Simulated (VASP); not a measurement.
Band structure of Sc (hcp). All values below come from PBE GGA with D3 dispersion (Becke-Johnson damping), VASP's PBE PAW potentials (set 64) (plane waves; VASP).

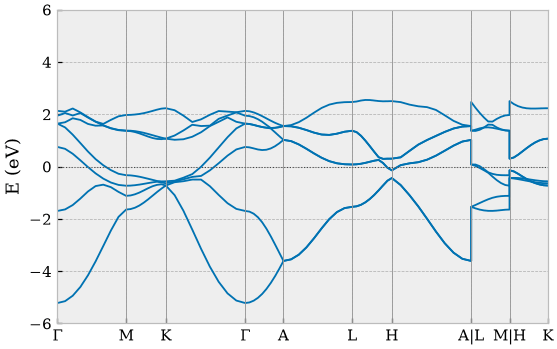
Figure: Bands along high-symmetry lines, zero at the valence-band maximum or, without a gap, the Fermi level

Q: Read the plot: is there a gap, and where are the band edges?

A: It has no gap at this level: it comes out as a metal or semimetal. (Edges off the drawn lines would not show.)

The compound is Sc in the hcp structure. It was relaxed first, which changed the volume by -6 %.
